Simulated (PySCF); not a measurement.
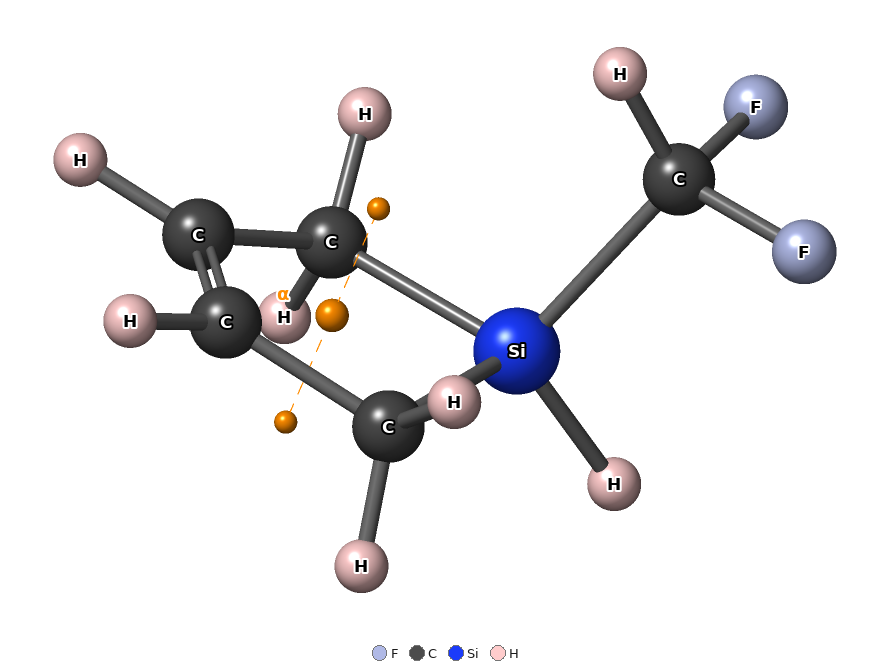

The small points mark where nucleus-independent chemical shifts (NICS) were computed: at the centre of each lettered ring and 1 Å above and below it. Computed geometry: PBE0-D3(BJ)/def2-SVP optimisation. No frequency run is at hand to confirm it as a minimum. Level of theory: GIAO PBE0/pcSseg-1 NMR shielding, non-relativistic, IEF-PCM dichloromethane (PySCF 2.14.0).

Give NICS(0), NICS(1) and the out-of-plane component NICS(1)zz for each ring (means of the two sides).

```json
{"ring": "α", "members": "C4Si", "NICS(0)": "−2.2", "NICS(1)": "−3.1", "NICS(1)zz": "−2.2"}
```

Values in ppm.

Question. What do the values say about the ring currents?

Answer. Ring α: weak, as in a non-aromatic ring. NICS is one index among several.
